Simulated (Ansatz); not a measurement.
## Energy over volume and axial ratio for HgTe (zinc blende)

HgTe (zinc blende)

```
CELL_PARAMETERS angstrom
      0.00000     3.32535     3.32535
      3.32535     0.00000     3.32535
      3.32535     3.32535     0.00000
ATOMIC_POSITIONS crystal
  Te 0.75000 0.75000 0.75000
  Hg 0.00000 0.00000 0.00000
```

Two coordinates are scanned: the volume, and the ratio of the stretch along z (the conventional c axis) to the stretch across it. Atoms keep their fractional coordinates.

Level of theory: PBE (plane waves to 420 eV, PAW, scalar-relativistic; Ansatz, a program for electronic structure). k mesh 12×12×12 (Γ-centred), Fermi-Dirac smearing 0.05 eV. E stands for the smeared free energy. With partly filled bands, the response to shear is sensitive to the k mesh, so small differences along c/a are uncertain. At this level the bands of HgTe touch or barely overlap. HgTe was relaxed with its symmetry unable to fall. Spin-orbit coupling is left out, though Hg and Te are heavy. The PAW data are Ansatz's earlier set. The relaxed volume of HgTe is well above the measured one; the method has no dispersion term. The zero of ΔE is the relaxed starting cell.

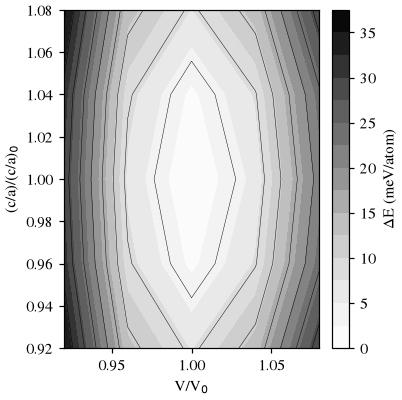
Figure: ΔE (meV/atom) over the 5×5 grid of computed points.

The shear modulus C′ = (C11 − C12)/2 (fit, atoms clamped) comes out as 7.4 GPa. Highest place on the grid: V/V₀ = 0.920, (c/a)/(c/a)₀ = 1.080 (36 meV/atom). Lowest place on the grid: V/V₀ = 1.000, (c/a)/(c/a)₀ = 1.000 (0 meV/atom).

Near the relaxed cell σzz − σxx = −2Cδ (compression positive), C being this modulus and δ the logarithm of the ratio.

(Under strain, the slope of the energy per volume gives the stress and its curvature an elastic modulus.)
